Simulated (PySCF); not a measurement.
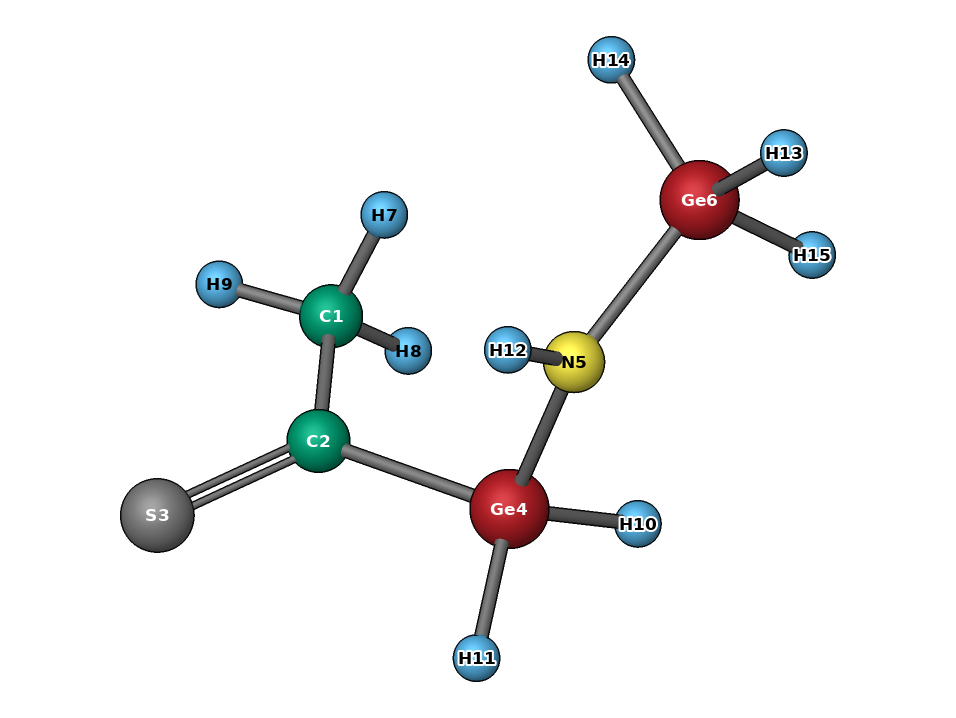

The questions are on isotropic NMR shieldings of the H atoms. The computed structure is the end point of a PBE0-D3(BJ)/def2-SVP optimisation. No frequency run is at hand to confirm it as a minimum. Method: GIAO PBE0/aug-cc-pVDZ NMR shielding, non-relativistic, gas phase (PySCF 2.14.0).

Which H atom is the most shielded (lowest chemical shift)?

H12 (32.11 ppm).

Which H atom is the least shielded (highest chemical shift)?

H10 (25.91 ppm).

How wide is the range of H shifts?

6.20 ppm.

Give the isotropic NMR shieldings of the H atoms atom by atom.

```
atom  σ (ppm)
  H7    27.54
  H8    27.61
  H9    28.00
 H10    25.91
 H11    26.23
 H12    32.11
 H13    26.21
 H14    26.03
 H15    26.43
```
